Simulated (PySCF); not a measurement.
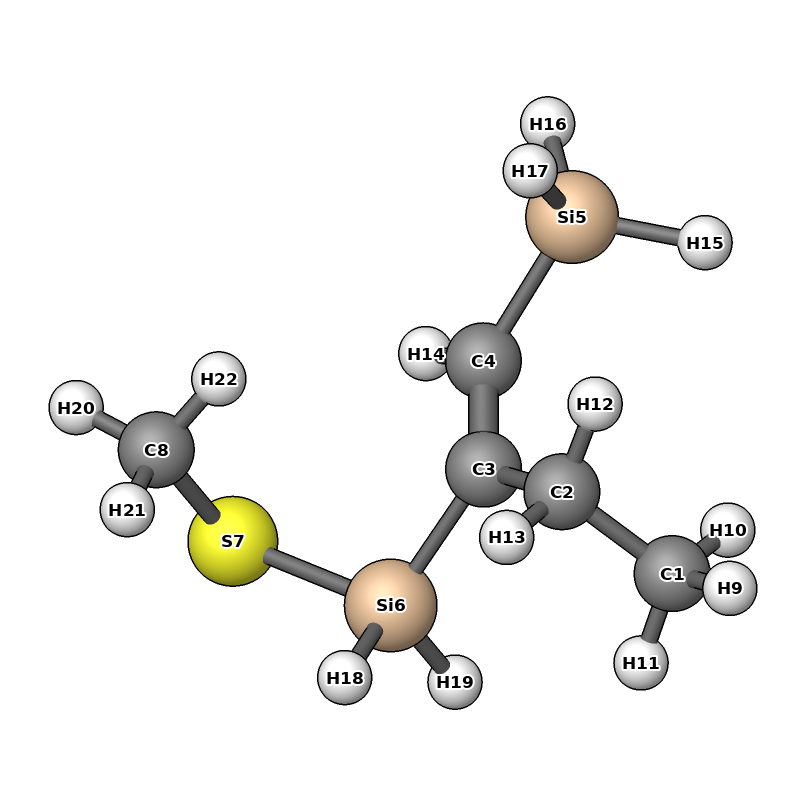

The thickness of each stick grows with its Mayer bond order. The geometry was computed by an optimisation with GFN2-xTB. No frequency run is at hand to confirm it as a minimum. Level of theory: PBE0/pcSseg-1 (PySCF 2.14.0).

Which bond between heavy atoms has the highest Mayer bond order?

C3–C4, 1.92, at a length of 1.336 Å.

List the Mayer bond orders of C1–C2, C2–C3, C3–C4, C3–Si6, C4–Si5, Si6–S7, S7–C8 (bonds between heavy atoms, one of each equivalent set).

```json
{"bond": "C1–C2", "Mayer order": "1.03", "length (Å)": "1.527"}
{"bond": "C2–C3", "Mayer order": "1.03", "length (Å)": "1.501"}
{"bond": "C3–C4", "Mayer order": "1.92", "length (Å)": "1.336"}
{"bond": "C3–Si6", "Mayer order": "0.83", "length (Å)": "1.891"}
{"bond": "C4–Si5", "Mayer order": "0.89", "length (Å)": "1.885"}
{"bond": "Si6–S7", "Mayer order": "0.98", "length (Å)": "2.149"}
{"bond": "S7–C8", "Mayer order": "0.99", "length (Å)": "1.821"}
```

The geometry is semi-empirical. Around Si such bond lengths and angles can be off by a tenth of an ångström or more and by several degrees, and values that hang on the shape move with them.
